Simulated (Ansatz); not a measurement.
# Errors in the dipole moment

10 molecules holding an element from Na to Cl; the dipole moment in D, computed less measured. Shapes, held fixed at every level: PBE0-D4/def2-TZVP. No vibrational averaging. Dipoles are compared by magnitude; molecules under 1 D, whose direction can flip, are left out. Programs: Ansatz 0.2.0. Measured values: NIST CCCBDB.

Levels: A = PBE-D4/def2-TZVPP; B = r2SCAN-D4/def2-TZVPP; C = B3LYP-D4/def2-TZVPP; D = wB97M-V/def2-TZVPP.

| molecule | measured | A | B | C | D |
| --- | --- | --- | --- | --- | --- |
| HBS (hydrogen boron sulfide) | 1.30 | -0.10 | +0.08 | +0.07 | +0.13 |
| SO2 (sulfur dioxide) | 1.63 | -0.09 | -0.05 | +0.10 | +0.17 |
| CH2Cl2 (SMILES ClCCl) | 1.60 | -0.04 | +0.06 | +0.03 | +0.03 |
| SCl2O2 (sulfuryl chloride) | 1.81 | -0.18 | -0.13 | +0.05 | +0.14 |
| SiH3Cl (chlorosilane) | 1.31 | -0.15 | -0.09 | -0.06 | -0.07 |
| C2H3Cl3 (1,1,1-trichloroethane) | 1.78 | -0.05 | +0.07 | -0.01 | -0.02 |
| C2H3ClF2 (1-chloro-1,1-difluoroethane) | 2.14 | -0.08 | +0.03 | +0.01 | +0.01 |
| C2H6S (dimethyl sulfide) | 1.50 | +0.01 | +0.10 | +0.02 | +0.01 |
| C3H5Cl (SMILES C/C=C/Cl) | 1.97 | -0.16 | -0.04 | -0.10 | -0.09 |
| C4H9Cl (2-chloro-2-methylpropane) | 2.13 | -0.04 | +0.10 | +0.03 | +0.03 |

Task: Which level does best on this set, which worst, and which err to one side?

Result: 
| level | kind | mean error | mean absolute error | worst case |
| --- | --- | --- | --- | --- |
| PBE-D4/def2-TZVPP | GGA | -0.088 | 0.090 | SCl2O2 |
| r2SCAN-D4/def2-TZVPP | meta-GGA | +0.013 | 0.075 | SCl2O2 |
| B3LYP-D4/def2-TZVPP | global hybrid | +0.014 | 0.048 | SO2 |
| wB97M-V/def2-TZVPP | range-separated hybrid | +0.034 | 0.070 | SO2 |

On this set B3LYP-D4/def2-TZVPP has the smallest mean absolute error and PBE-D4/def2-TZVPP the largest. PBE-D4/def2-TZVPP is too low in 9 of 10. The largest two are near a tie. The set is small.

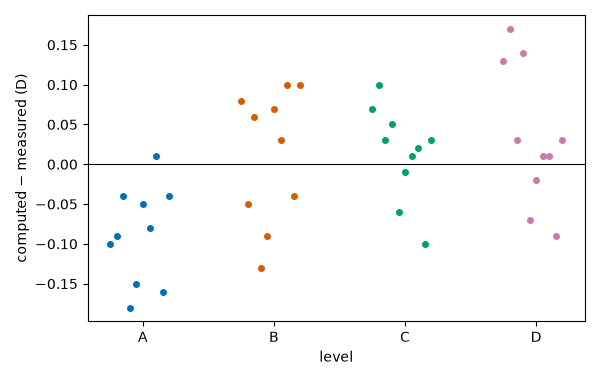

Errors of each level, one point a molecule.
